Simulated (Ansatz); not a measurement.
# GePH5 (singlet): one geometry, many settings at a displaced geometry (v1)

What do other methods and options give for GePH5 (singlet) at this geometry, and how long do they take?

The runs use Ansatz 0.2.0, Gaussian basis; the settings change from run to run.

12 further runs of the same task are left out: 6 that didn't finish, 6 set aside as unsound or not needed.

## Step 1: What is computed

The geometry is a PBE0/def2-TZVP stationary point (not a proven minimum) with its atoms shifted at random (size 0.040 Å). No spin-orbit coupling is included. The filled d shell of Ge may be among the frozen orbitals whatever the setting's name suggests; the logs give the count.

7 atoms, charge 0, spin multiplicity 1.

Atoms are counted from 1 here; the program's logs count them from 0.

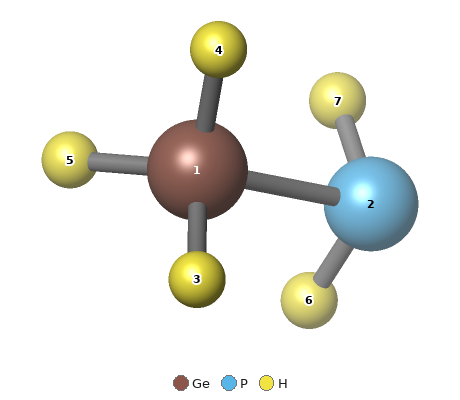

The geometry (germanium brown, phosphorus blue, hydrogen yellow); atoms are numbered from 1 in the order of the file.

## Step 2: CASSCF(4,2)/STO-3G

in.yaml

```yaml
crystal:
  periodic: [false, false, false]
  atoms:
    - {symbol: Ge, position_ang: [-0.017962, 0.004133, 0.697573]}
    - {symbol: P, position_ang: [0.103792, -0.012010, -1.632778]}
    - {symbol: H, position_ang: [0.756714, -1.203954, 1.161131]}
    - {symbol: H, position_ang: [0.653936, 1.235742, 1.190933]}
    - {symbol: H, position_ang: [-1.559555, 0.000665, 1.152562]}
    - {symbol: H, position_ang: [-0.895954, -1.043683, -1.804876]}
    - {symbol: H, position_ang: [-0.850200, 1.082447, -1.797366]}
basis:
  gaussian: {orbitals: STO-3G}
correlation: {active_space: {window: {electrons: 4, orbitals: 2}}}
scf: {lower_state_search: off}
```

Command:

```console
$ ansatz run in.yaml --threads 1 --pin off --events-out ev --progress --plain --max-ram 2393MiB
```

What it wrote:

```text
Functional definition: HF
  name "HF"
  cite "Fock, Z. Phys. 61, 126 (1930) doi:10.1007/BF01340294"
  parent pbe
  exchange = exact_x
  correlation = 0
these checks for a lower state are left out or cut short: stability, starts, cluster_reference, orbital_swaps, neighbouring_geometries, increment
343 factors; integrals over basis functions are off by at most 2.3e-5 eV
mean field evaluation 1: about -65077.9320 eV, gradient 6.4e0 eV
mean field evaluation 2: about -65077.9511 eV, gradient 6.4e0 eV
mean field evaluation 4: about -65078.2042 eV, gradient 3.6e-1 eV
mean field evaluation 8: about -65078.2053 eV, gradient 5.4e-7 eV
mean field -65078.20533239 eV, -2391.5799343736 hartree, gradient 2.8e-6 eV, S^2 0.000000; 0 other end points of the search recorded, 0 dependent functions left out
reference -65078.20533239 eV, -2391.5799343736 hartree; 26, 26 occupied and 6, 6 virtual orbitals, 343 factors
state -65078.20533239 eV, -2391.5799343736 hartree
Total energy: -65078.20533239 eV, -2391.5799343736 hartree
Checks for a lower state left out: stability, starts, cluster_reference, orbital_swaps, neighbouring_geometries, increment
```

Wall time 0.56 s (1 thread of Intel Xeon at 2.50GHz, shared host).

From the report: 1 determinant; active occupations 2.00, 2.00. With so small a space the active step adds no correlation: the energy is the mean field's.

## Step 3: MP2 on RHF/cc-pVDZ

in.yaml, as its differences from that of step 2:

```diff
@@ -11,4 +11,6 @@
 basis:
-  gaussian: {orbitals: STO-3G}
-correlation: {active_space: {window: {electrons: 4, orbitals: 2}}}
-scf: {lower_state_search: off}
+  gaussian: {orbitals: cc-pVDZ}
+magnetization: {spin_polarized: false}
+correlation: {method: mp2, electrons: outside_noble_gas}
+accuracy: high
+scf: {lower_state_search: light}
```

The command is unchanged.

What it wrote:

```text
Functional definition: HF
  name "HF"
  cite "Fock, Z. Phys. 61, 126 (1930) doi:10.1007/BF01340294"
  parent pbe
  exchange = exact_x
  correlation = 0
1610 factors; integrals over basis functions are off by at most 4.4e-9 eV
mean field evaluation 1: about -65822.7091 eV, gradient 1.2e1 eV
mean field evaluation 2: about -65822.7361 eV, gradient 1.2e1 eV
mean field evaluation 4: about -65823.5562 eV, gradient 1.1e0 eV
mean field evaluation 8: about -65823.5634 eV, gradient 1.0e-3 eV
mean field -65823.56338034 eV, -2418.9713374136 hartree, gradient 7.7e-8 eV, S^2 0.000000; 0 other end points of the search recorded, 0 dependent functions left out
19 core orbitals not correlated: weight in the atoms' cores, before any rotation towards them, 0.999 or more for the frozen orbitals, at most 0.000 for the correlated occupied ones
reference -65823.56338034 eV, -2418.9713374136 hartree; 7, 7 occupied and 44, 44 virtual orbitals, 1610 factors
second order -6.23398329 eV of doubles, -0.00000000 eV of singles
Total energy: -65829.79736363 eV, -2419.2004320741 hartree
```

It took 8.1 s on 1 thread of Intel Xeon at 2.50GHz, shared host.

## Step 4: BCCD(T)/6-31G

in.yaml, as its differences from that of step 3:

```diff
@@ -11,6 +11,5 @@
 basis:
-  gaussian: {orbitals: cc-pVDZ}
-magnetization: {spin_polarized: false}
-correlation: {method: mp2, electrons: outside_noble_gas}
-accuracy: high
-scf: {lower_state_search: light}
+  gaussian: {orbitals: 6-31G}
+magnetization: {spin_polarized: true, initial_magnetization: 0}
+hamiltonian: {xc: {name: B3LYP}}
+correlation: {method: bccd_t, electrons: valence}
```

Same command.

What it wrote (excerpt; [...] marks lines left out):

```text
Functional definition: B3LYP
  name "B3LYP"
  cite "Stephens, Devlin, Chabalowski & Frisch, J. Phys. Chem. 98, 11623 (1994) doi:10.1021/j100096a001"
  cite "Becke, Phys. Rev. A 38, 3098 (1988) doi:10.1103/PhysRevA.38.3098"
  cite "Lee, Yang & Parr, Phys. Rev. B 37, 785 (1988) doi:10.1103/PhysRevB.37.785"
  cite "Vosko, Wilk & Nusair, Can. J. Phys. 58, 1200 (1980) doi:10.1139/p80-159"
[...]
550 factors; integrals over basis functions are off by at most 4.6e-4 eV
[...]
mean field -65878.88713962 eV, -2421.0044480676 hartree, gradient 6.2e-6 eV, S^2 0.000000; 0 other end points of the search recorded, 0 dependent functions left out
14 core orbitals not correlated: weight in the atoms' cores, before any rotation towards them, 1.000 or more for the frozen orbitals, at most 0.000 for the correlated occupied ones
reference -65812.51972838 eV, -2418.5654906899 hartree; 12, 12 occupied and 26, 26 virtual orbitals, 550 factors
second order -7.68368813 eV of doubles, -0.27878704 eV of singles
cycle   1  -8.00415044 eV  change   -5.4e-2 eV  update   7.0e-2
[...]
cycle   8  -8.38944183 eV  change   -2.7e-5 eV  update   2.1e-5
perturbative correction -0.11685683 eV, -0.0042944093 hartree
Total energy: -65821.02602704 eV, -2418.8780913999 hartree
```

Run time: 11 s. Hardware: 1 thread of Intel Xeon at 2.50GHz, shared host.

From the report: ⟨S²⟩ of the determinant 0.000 (pure singlet: 0.00); correlation -8.5063 eV; largest double amplitude 0.04.

## Step 5: MP2 on RHF/cc-pVDZ

in.yaml, as its differences from that of step 4:

```diff
@@ -11,5 +11,5 @@
 basis:
-  gaussian: {orbitals: 6-31G}
-magnetization: {spin_polarized: true, initial_magnetization: 0}
-hamiltonian: {xc: {name: B3LYP}}
-correlation: {method: bccd_t, electrons: valence}
+  gaussian: {orbitals: cc-pVDZ}
+magnetization: {spin_polarized: false}
+correlation: {method: mp2, electrons: outside_noble_gas}
+scf: {lower_state_search: off}
```

Same command.

What it wrote (excerpt; [...] marks lines left out):

```text
Functional definition: HF
  name "HF"
  cite "Fock, Z. Phys. 61, 126 (1930) doi:10.1007/BF01340294"
  parent pbe
[...]
734 factors; integrals over basis functions are off by at most 1.3e-3 eV
[...]
mean field -65823.56321995 eV, -2418.9713315194 hartree, gradient 2.0e-6 eV, S^2 0.000000; 0 other end points of the search recorded, 0 dependent functions left out
19 core orbitals not correlated: weight in the atoms' cores, before any rotation towards them, 0.999 or more for the frozen orbitals, at most 0.000 for the correlated occupied ones
reference -65823.56321995 eV, -2418.9713315194 hartree; 7, 7 occupied and 44, 44 virtual orbitals, 734 factors
second order -6.23391959 eV of doubles, -0.00000000 eV of singles
Total energy: -65829.79713954 eV, -2419.2004238388 hartree
Checks for a lower state left out: stability, starts, cluster_reference, orbital_swaps, neighbouring_geometries, increment
```

It took 2.3 s on 1 thread of Intel Xeon at 2.50GHz, shared host.

## Step 6: BCCD(T) on RHF/cc-pVDZ

in.yaml, as its differences from that of step 5:

```diff
@@ -13,3 +13,3 @@
 magnetization: {spin_polarized: false}
-correlation: {method: mp2, electrons: outside_noble_gas}
+correlation: {method: bccd_t, electrons: outside_noble_gas}
 scf: {lower_state_search: off}
```

Launched as before.

What it wrote (excerpt; [...] marks lines left out):

```text
Functional definition: HF
  name "HF"
  cite "Fock, Z. Phys. 61, 126 (1930) doi:10.1007/BF01340294"
  parent pbe
[...]
734 factors; integrals over basis functions are off by at most 1.3e-3 eV
[...]
mean field -65823.56321995 eV, -2418.9713315194 hartree, gradient 2.0e-6 eV, S^2 0.000000; 0 other end points of the search recorded, 0 dependent functions left out
19 core orbitals not correlated: weight in the atoms' cores, before any rotation towards them, 0.999 or more for the frozen orbitals, at most 0.000 for the correlated occupied ones
reference -65823.56321995 eV, -2418.9713315194 hartree; 7, 7 occupied and 44, 44 virtual orbitals, 734 factors
second order -6.23391959 eV of doubles, -0.00000000 eV of singles
cycle   1  -7.17476602 eV  change   -9.4e-1 eV  update   7.3e-2
[...]
cycle   9  -7.50219583 eV  change    2.7e-6 eV  update   5.7e-6
perturbative correction -0.20228742 eV, -0.0074339256 hartree
Total energy: -65831.26770319 eV, -2419.2544660564 hartree
Checks for a lower state left out: stability, starts, cluster_reference, orbital_swaps, neighbouring_geometries, increment
```

It took 4.5 s on 1 thread of Intel Xeon at 2.50GHz, shared host.

From the report: correlation -7.7045 eV; largest double amplitude 0.04.

## Step 7: CCSD(T) on UHF/def2-mTZVP

in.yaml, as its differences from that of step 6:

```diff
@@ -11,5 +11,4 @@
 basis:
-  gaussian: {orbitals: cc-pVDZ}
-magnetization: {spin_polarized: false}
-correlation: {method: bccd_t, electrons: outside_noble_gas}
-scf: {lower_state_search: off}
+  gaussian: {orbitals: def2-mTZVP}
+magnetization: {spin_polarized: true, initial_magnetization: 0}
+correlation: {method: ccsd_t, electrons: outside_noble_gas}
```

Same command.

What it wrote (excerpt; [...] marks lines left out):

```text
Functional definition: HF
  name "HF"
  cite "Fock, Z. Phys. 61, 126 (1930) doi:10.1007/BF01340294"
  parent pbe
[...]
696 factors; integrals over basis functions are off by at most 8.6e-4 eV
[...]
mean field -65824.20032712 eV, -2418.9947447761 hartree, gradient 1.2e-6 eV, S^2 0.000000; 0 other end points of the search recorded, 0 dependent functions left out
19 core orbitals not correlated: weight in the atoms' cores, before any rotation towards them, 0.999 or more for the frozen orbitals, at most 0.000 for the correlated occupied ones
reference -65824.20032712 eV, -2418.9947447761 hartree; 7, 7 occupied and 47, 47 virtual orbitals, 696 factors
second order -5.21737833 eV of doubles, -0.00000000 eV of singles
cycle   1  -6.00298933 eV  change   -7.9e-1 eV  update   7.7e-2
[...]
cycle   9  -6.37438073 eV  change    5.5e-7 eV  update   5.6e-6
perturbative correction -0.18883123 eV, -0.0069394198 hartree
Total energy: -65830.76353908 eV, -2419.2359383669 hartree
```

Wall time 8.5 s (1 thread of Intel Xeon at 2.50GHz, shared host).

From the report: ⟨S²⟩ of the determinant 0.000 (pure singlet: 0.00); correlation -6.5632 eV; T1 0.014; largest double amplitude 0.04.

## Step 8: MP2 on UHF/STO-3G

in.yaml, as its differences from that of step 7:

```diff
@@ -11,4 +11,4 @@
 basis:
-  gaussian: {orbitals: def2-mTZVP}
+  gaussian: {orbitals: STO-3G}
 magnetization: {spin_polarized: true, initial_magnetization: 0}
-correlation: {method: ccsd_t, electrons: outside_noble_gas}
+correlation: {method: mp2, electrons: all}
```

Same command.

What it wrote:

```text
Functional definition: HF
  name "HF"
  cite "Fock, Z. Phys. 61, 126 (1930) doi:10.1007/BF01340294"
  parent pbe
  exchange = exact_x
  correlation = 0
343 factors; integrals over basis functions are off by at most 2.3e-5 eV
mean field evaluation 1: about -65077.9320 eV, gradient 4.5e0 eV
mean field evaluation 2: about -65077.9511 eV, gradient 4.5e0 eV
mean field evaluation 4: about -65078.2046 eV, gradient 2.6e-1 eV
mean field evaluation 8: about -65078.2053 eV, gradient 2.7e-6 eV
mean field -65078.20533239 eV, -2391.5799343736 hartree, gradient 2.7e-6 eV, S^2 0.000000; 0 other end points of the search recorded, 0 dependent functions left out
reference -65078.20533239 eV, -2391.5799343736 hartree; 26, 26 occupied and 6, 6 virtual orbitals, 343 factors
second order -2.20786644 eV of doubles, -0.00000000 eV of singles
Total energy: -65080.41319883 eV, -2391.6610719686 hartree
```

Run time: 0.85 s. Hardware: 1 thread of Intel Xeon at 2.50GHz, shared host.

From the report: ⟨S²⟩ of the determinant 0.000 (pure singlet: 0.00).

## Step 9: MP2 on UHF/cc-pVDZ

in.yaml, as its differences from that of step 8:

```diff
@@ -11,4 +11,5 @@
 basis:
-  gaussian: {orbitals: STO-3G}
+  gaussian: {orbitals: cc-pVDZ}
 magnetization: {spin_polarized: true, initial_magnetization: 0}
-correlation: {method: mp2, electrons: all}
+correlation: {method: mp2, electrons: outside_noble_gas}
+scf: {lower_state_search: off}
```

Launched as before.

What it wrote (excerpt; [...] marks lines left out):

```text
Functional definition: HF
  name "HF"
  cite "Fock, Z. Phys. 61, 126 (1930) doi:10.1007/BF01340294"
  parent pbe
[...]
734 factors; integrals over basis functions are off by at most 1.3e-3 eV
[...]
mean field -65823.56321995 eV, -2418.9713315194 hartree, gradient 2.2e-6 eV, S^2 0.000000; 0 other end points of the search recorded, 0 dependent functions left out
19 core orbitals not correlated: weight in the atoms' cores, before any rotation towards them, 0.999 or more for the frozen orbitals, at most 0.000 for the correlated occupied ones
reference -65823.56321995 eV, -2418.9713315194 hartree; 7, 7 occupied and 44, 44 virtual orbitals, 734 factors
second order -6.23391960 eV of doubles, -0.00000000 eV of singles
Total energy: -65829.79713955 eV, -2419.2004238393 hartree
Checks for a lower state left out: stability, starts, cluster_reference, orbital_swaps, neighbouring_geometries, increment
```

Run time: 2.8 s. Hardware: 1 thread of Intel Xeon at 2.50GHz, shared host.

From the report: ⟨S²⟩ of the determinant 0.000 (pure singlet: 0.00).

## Step 10: MP2 on RHF/cc-pVDZ

in.yaml, as its differences from that of step 9:

```diff
@@ -12,4 +12,4 @@
   gaussian: {orbitals: cc-pVDZ}
-magnetization: {spin_polarized: true, initial_magnetization: 0}
+magnetization: {spin_polarized: false}
 correlation: {method: mp2, electrons: outside_noble_gas}
-scf: {lower_state_search: off}
+scf: {lower_state_search: full}
```

Same command.

What it wrote:

```text
Functional definition: HF
  name "HF"
  cite "Fock, Z. Phys. 61, 126 (1930) doi:10.1007/BF01340294"
  parent pbe
  exchange = exact_x
  correlation = 0
734 factors; integrals over basis functions are off by at most 1.3e-3 eV
mean field evaluation 1: about -65822.7326 eV, gradient 1.2e1 eV
mean field evaluation 2: about -65822.7370 eV, gradient 1.2e1 eV
mean field evaluation 4: about -65823.5554 eV, gradient 1.1e0 eV
mean field evaluation 8: about -65823.5632 eV, gradient 3.8e-4 eV
mean field -65823.56321995 eV, -2418.9713315194 hartree, gradient 2.0e-6 eV, S^2 0.000000; 0 other end points of the search recorded, 0 dependent functions left out
19 core orbitals not correlated: weight in the atoms' cores, before any rotation towards them, 0.999 or more for the frozen orbitals, at most 0.000 for the correlated occupied ones
reference -65823.56321995 eV, -2418.9713315194 hartree; 7, 7 occupied and 44, 44 virtual orbitals, 734 factors
second order -6.23391959 eV of doubles, -0.00000000 eV of singles
Total energy: -65829.79713954 eV, -2419.2004238388 hartree
```

Run time: 3.2 s. Hardware: 1 thread of Intel Xeon at 2.50GHz, shared host.

## Step 11: All runs side by side

Where basis and cores are those of an earlier RCCSDT(Q)/cc-pVDZ run (-65831.3070 eV), and the state is the same kind, the miss against it is given.

```csv
level,correlated,functions,energy (eV),from RCCSDT(Q) (meV),time
"CASSCF(4,2)/STO-3G",,32,-65078.2053,,0.56 s
MP2 on RHF/cc-pVDZ,outside noble gas,70,-65829.7974,1509.6,8.1 s
BCCD(T)/6-31G (on B3LYP orbitals),valence,52,-65821.0260,,11 s
MP2 on RHF/cc-pVDZ,outside noble gas,70,-65829.7971,1509.8,2.3 s
BCCD(T) on RHF/cc-pVDZ,outside noble gas,70,-65831.2677,39.3,4.5 s
CCSD(T) on UHF/def2-mTZVP,outside noble gas,73,-65830.7635,,8.5 s
MP2 on UHF/STO-3G,all,32,-65080.4132,,0.85 s
MP2 on UHF/cc-pVDZ,outside noble gas,70,-65829.7971,1509.8,2.8 s
MP2 on RHF/cc-pVDZ,outside noble gas,70,-65829.7971,1509.8,3.2 s
```

## Step 12: Outcome

```
quantity                                    value
    runs                                        9
quickest               CASSCF(4,2)/STO-3G, 0.56 s
 slowest  BCCD(T)/6-31G (on B3LYP orbitals), 11 s
```

In words: Total energies in different bases, with other cores or another treatment of relativity can't be set against each other. BCCD(T)/6-31G (on B3LYP orbitals) took 20 times as long as CASSCF(4,2)/STO-3G; the jobs differ in more than the method. Among the correlated runs with a miss given, it spans +39 to +1510 meV.
